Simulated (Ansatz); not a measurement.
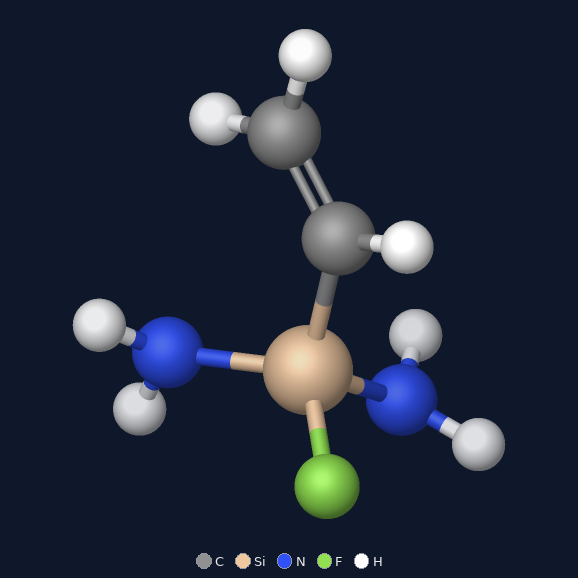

Computed geometry: PBE-D4/def2-SVP optimisation. No frequency run is at hand to confirm it as a minimum.

Draw it as a skeletal formula.

SMILES: C=C[Si](N)(N)F

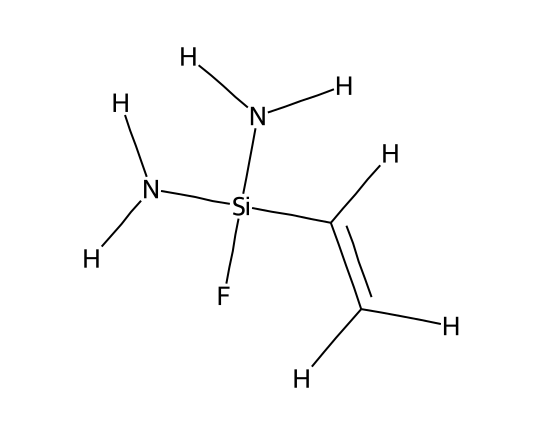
